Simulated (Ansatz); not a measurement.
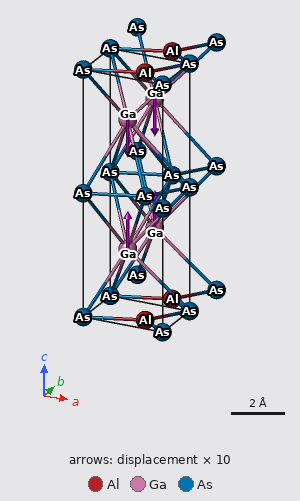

This is a relaxation of solid AlGa2As3 (a generated structure, set up in P-6m2). The starting structure is drawn; purple arrows show the displacements (the part carried along by the change of the cell is left out), magnified 10 times.

Style: ball-and-stick. Shown: the cell of the calculation, repeated 1 × 2 × 1 with one cell outlined, slightly off an axis.

Theory: DFT PBE, scalar-relativistic, plane waves, PAW in Ansatz 0.2.0.

The input:
```yaml
crystal:
  lattice:
    - [4.17354411, 0.0, 0.0]
    - [-2.08677205, 3.61439522, 0.0]
    - [0.0, 0.0, 9.53788624]
  atoms:
    - { symbol: Al, position: [0.66666667, 0.33333333, 0.0] }
    - { symbol: Ga, position: [0.33333333, 0.66666667, 0.239123] }
    - { symbol: Ga, position: [0.33333333, 0.66666667, 0.760877] }
    - { symbol: As, position: [0.66666667, 0.33333333, 0.5] }
    - { symbol: As, position: [0.0, 0.0, 0.0] }
    - { symbol: As, position: [0.0, 0.0, 0.5] }
basis:
  ecutwfc: 420
kpoints:
  mp_grid: { grid: [12, 12, 4] }
hamiltonian:
  xc: pbe
scf:
  occupations: { method: gaussian, width: 0.1 }
output:
  forces: true
  stress: true
  eigenvalues: true
  write_density: true
  write_potential: true
  elf: true
  volumetric_format: npy
relax:
  adjacent_minimum: "off"
  f_tol: 0.01
  max_steps: 80
  cell: { stress_tol: 0.05 }
```

Run as
```bash
ansatz run input.yaml --threads 1 --pin off --max-ram 2560MiB --backend cpu --events-out ev --progress --plain --runs-dir out
```

> What did the optimiser do to the structure, and how much energy did it gain?

The energy falls by 0.690 eV per cell of the calculation in 7 accepted moves (9 points after the start). The largest force component goes from 0.13 to 0.0066 eV/Å. Pressure: 3.20 GPa at the start and 0.02 GPa at the end. The line search rejected the trial step at point 7 of the run. At 1 point the geometry stayed and the basis and grid were re-selected for the new cell (energy shift of 0.6 meV per cell of the calculation at most each time). The largest moves relative to the cell, 0.15 Å, are those of Ga2 and Ga3. Ga2 goes along +c. Al and As stay in place. Cell: a = b 4.174 → 4.446 Å (+6.5 %), c 9.538 → 7.588 Å (−20.4 %). Volume −9.7 %. Some distances before and after: Ga2–As4 3.464 → 3.154 Å, Al1–As5 2.410 → 2.567 Å, As4–As6 2.410 → 2.567 Å, Ga2–As5 3.318 → 3.230 Å. The space group stays P-6m2 (No. 187). The run took 13 min on 1 thread of AMD EPYC (Zen 3) (shared host), peak memory 0.59 GiB.
